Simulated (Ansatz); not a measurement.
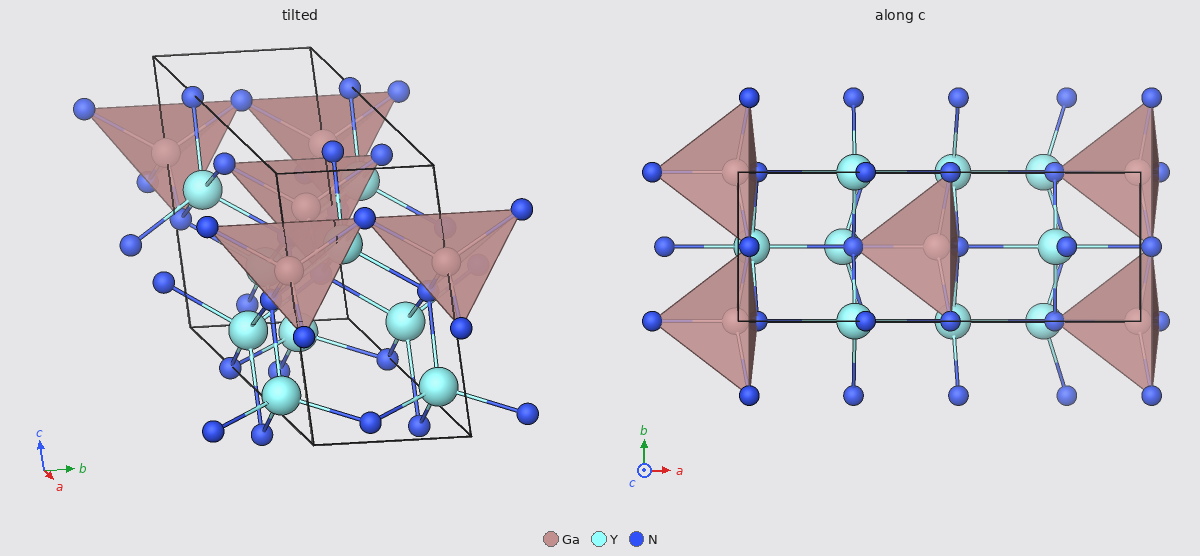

We look at a polyhedral model of the crystal slightly off an axis and along the c axis. The edges of the conventional unit cell are marked. A few atoms beyond the faces are included.

Y3GaN4, space group Cm (No. 8), a = 12.153 Å, b = 3.753 Å, c = 6.721 Å, α = 90.00°, β = 123.47°, γ = 90.00°. The model was built from a structure type filled with these elements by a generator (whether the compound takes this form wasn't checked). Earlier steps of the study, as a rule a relaxation of our own, may have changed the cell and positions, so they can lie some per cent off the listed ones. It was run through Ansatz as a DFT input.

This one geometry was computed with Ansatz (DFT, plane waves, PAW) at five levels of theory: r2SCAN, PBE, HSE06, PBE0 and PBE with spin-orbit coupling. It was relaxed beforehand with r2SCAN.

Q: Which level gives the highest pressure at this volume, and what does that say about its equilibrium volume?

A: Highest: PBE (1.7 GPa) and PBE with spin-orbit coupling (1.7 GPa), which points to the largest equilibrium volume. Lowest, with the smallest volume: HSE06 (-1.0 GPa) and PBE0 (-1.0 GPa). Levels within 0.5 GPa of each other can't be told apart.

Q: How does the band gap change with the level of theory?

A: PBE: a gap of 1.08 eV, direct; PBE with spin-orbit coupling: a gap of 1.08 eV, direct; r2SCAN: a gap of 1.42 eV, direct; HSE06: a gap of 2.07 eV, direct; PBE0: a gap of 2.73 eV, direct.

Q: Collect the results in a table.

A:
| level | cutoff (eV) | k-mesh of the run's cell | gap (eV) | pressure (GPa) |
| --- | --- | --- | --- | --- |
| r2SCAN | 500 | 8×8×6 | 1.42 | 0.0 |
| PBE | 420 | 8×8×6 | 1.08 | 1.7 |
| HSE06 | 420 | 4×4×4 | 2.07 | -1.0 |
| PBE0 | 420 | 4×4×4 | 2.73 | -1.0 |
| PBE with spin-orbit coupling | 420 | 8×8×6 | 1.08 | 1.7 |

Gaps are taken on the k-mesh or band path of each run.
